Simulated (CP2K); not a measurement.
Consider 2-cyanofuran at its PBE geometry (Å).

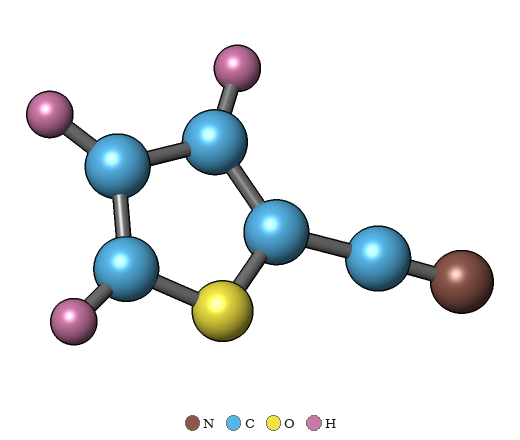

The molecule (nitrogen brown, carbon blue, oxygen yellow, hydrogen pink).

```xyz
10

N     3.3304   -0.6760    0.2070
C     2.1891   -0.4338    0.1531
C     0.8079   -0.1643    0.0751
C     0.0816    0.9699   -0.2086
C    -1.2903    0.5868   -0.1679
C    -1.3114   -0.7480    0.1375
O    -0.0423   -1.2323    0.2933
H     0.4925    1.9506   -0.4198
H    -2.1526    1.2195   -0.3456
H    -2.1050   -1.4724    0.2758
```

Method: CP2K XAS_TDP, all-electron GAPW, PBEh(45%), aug-cc-pVDZ, TDA, GW2X-corrected core level, no relativity.

Question: Where do the C K-edge lines lie, and how strong are they?

Leading lines: C2 288.58 eV, C3 288.59 eV, C4 287.28 eV, C5 288.05 eV and C6 288.23 eV. The leading line of an atom is its first one with 35 % of the strongest within 2.5 eV of its lowest line over the strength cut. Core ionisation energies at this level: C4 293.02, C5 292.83, C6 294.18, C2 294.02 and C3 294.33 eV.

The first six lines of each atom with a strength over 0.0015:

```
                     atom  energy (eV)  states  strength, one atom  above the computed threshold
   C2 (bonded to C and N)       288.58       1              0.0353                              
                                288.67       1              0.0489                              
                                292.40       1              0.0225                              
                                293.56       1              0.0017                              
                                293.78       1              0.0039                              
                                293.88       1              0.0067                              
 C3 (bonded to 2 C and O)       288.59       1              0.0379                              
                                290.93       1              0.0181                              
                                292.62       1              0.0035                              
                                293.32       1              0.0194                              
                                293.40       1              0.0024                              
                                293.86       1              0.0044                              
 C4 (bonded to 2 C and H)       287.28       1              0.0471                              
                                290.54       1              0.0071                              
                                290.81       1              0.0111                              
                                291.21       1              0.0023                              
                                291.87       1              0.0036                              
                                292.37       1              0.0021                              
 C5 (bonded to 2 C and H)       288.05       1              0.0402                              
                                289.27       1              0.0137                              
                                290.56       1              0.0104                              
                                291.59       1              0.0020                              
                                291.66       1              0.0027                              
                                291.76       1              0.0027                              
C6 (bonded to C, O and H)       288.23       1              0.0529                              
                                291.86       1              0.0201                              
                                291.90       1              0.0044                              
                                292.27       1              0.0133                              
                                292.98       1              0.0039                              
                                293.50       1              0.0035
```

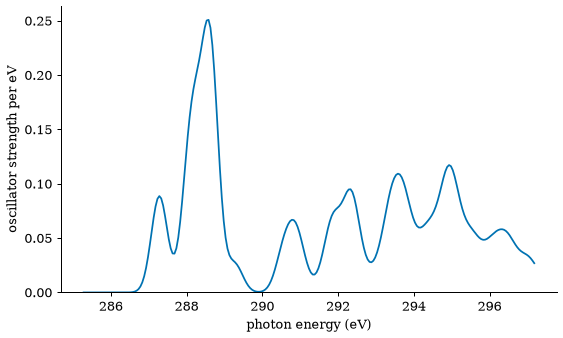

All atoms added, broadened by 0.5 eV.

Lines are vertical, at one geometry, with no vibrational structure. GW2X ionisation energies and lines can be off by 1 to 2 eV either way, and a good line position may hide errors that cancel. These values hold no scalar relativity, about 0.1 eV for C 1s. Rydberg lines, and the discretised continuum above threshold, depend on the basis and the box.

[Banner, clock and machine lines of the logs are left out without a mark of their own.]

[Logs are printed without paths, hosts, clocks, repeated set-up lines and the standing remarks that a program may print on its own settings, such as how far it seeks lower states.]

[Hosts, paths, dates, database ids (printed as entryN), source tags and the programs' standing remarks are cut or masked in the printed files.]
